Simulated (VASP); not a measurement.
Band structure of SnO₂ (rutile). Computed with AM05 GGA, VASP's PBE PAW potentials (set 64) (plane waves; VASP 6.6.1).

Unless said otherwise, spin-orbit coupling is left out, though it shifts the bands of the heavy elements here.

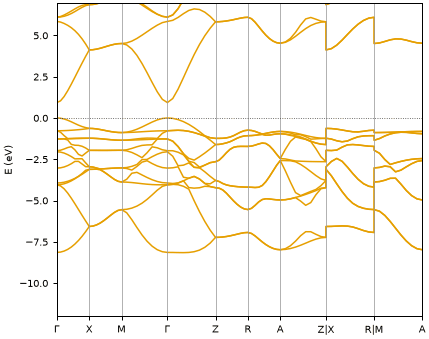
Figure. Bands along high-symmetry lines, zero at the valence-band maximum or, without a gap, the Fermi level

**Question.** Read the plot: is there a gap, and where are the band edges?

**Answer.** The gap is direct, 0.93 eV, from the valence maximum at Γ to the conduction minimum at Γ. (Edges off the drawn lines would not show.)

The compound is SnO2 in the rutile structure. It was relaxed first.
